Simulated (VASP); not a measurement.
Band structure of RhAl (relaxed from the wurtzite structure, space group P6_3/mmc). All values below come from PBE GGA, VASP's PBE PAW potentials (set 64) (plane waves; VASP).

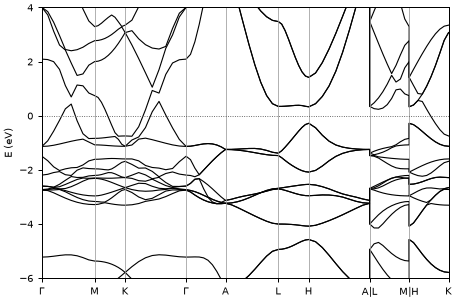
Figure: Bands along high-symmetry lines, zero at the valence-band maximum or, without a gap, the Fermi level

Task: Read the plot: is there a gap, and where are the band edges?

Result: It has no gap at this level: it comes out as a metal or semimetal. (Edges off the drawn lines would not show.)

The structure was generated: RhAl was put into the wurtzite type (P6_3mc), which need not be its known phase. It was relaxed first, which changed the volume by -34 %. The relaxed cell has space group P6_3/mmc.
